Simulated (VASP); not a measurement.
Band structure of Tl$_{2}$MoO$_{4}$ (space group P-3m1). All values below come from r2SCAN meta-GGA, VASP's PBE PAW potentials (set 64) (plane waves; VASP).

Unless said otherwise, spin-orbit coupling is left out, though it shifts the bands of the heavy elements here.

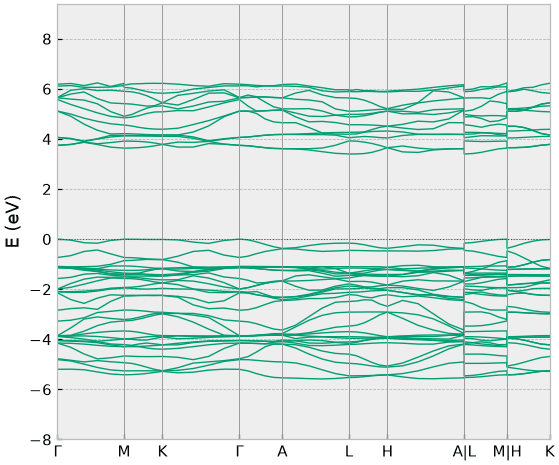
Figure: Bands along high-symmetry lines, zero at the valence-band maximum or, without a gap, the Fermi level

### Question
Read the plot: is there a gap, and where are the band edges?

### Answer
The gap is indirect, 3.40 eV, from the valence maximum at Γ to the conduction minimum at L.

The structure comes from a computed database's Tl2MoO4 entry (P-3m1); how it stands against other phases isn't given here. It was relaxed first.
